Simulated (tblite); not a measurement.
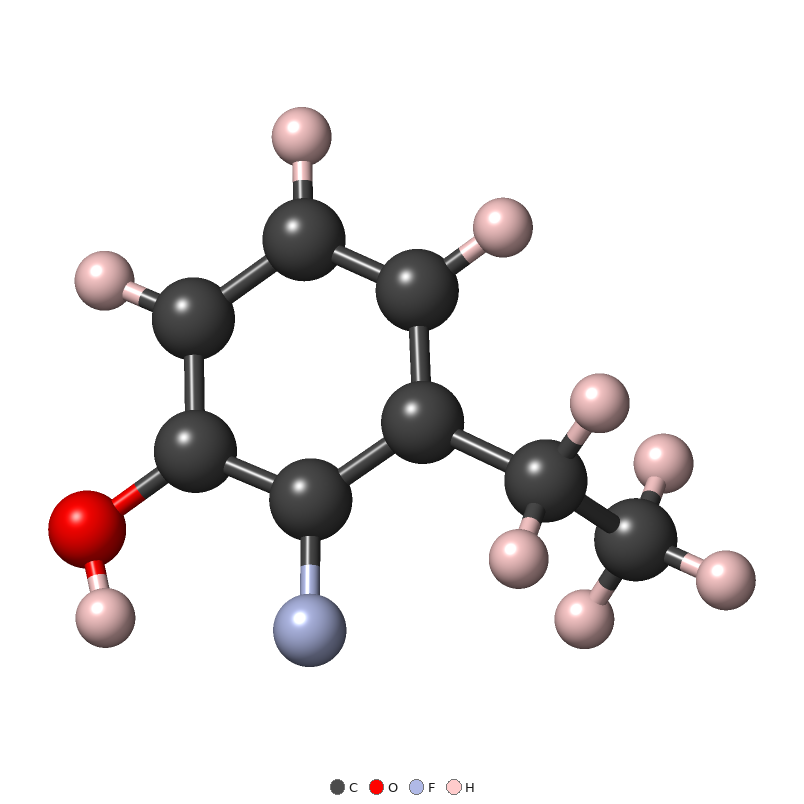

Source: calculation with tblite.

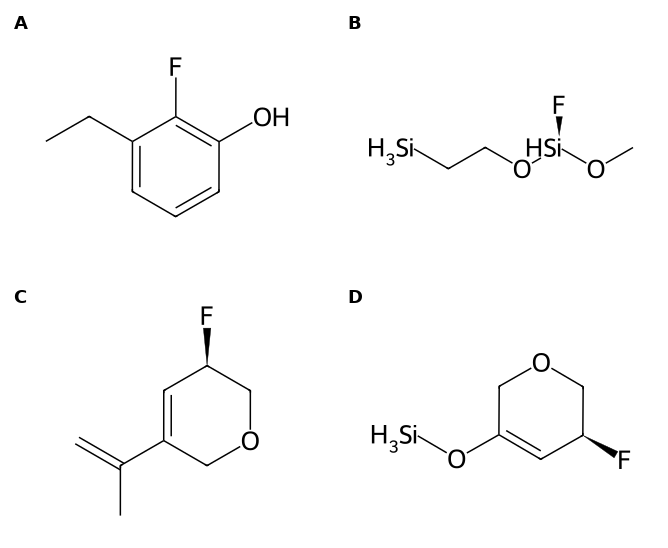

### Which structural formula matches the 3D model?

A, `CCc1cccc(O)c1F`.
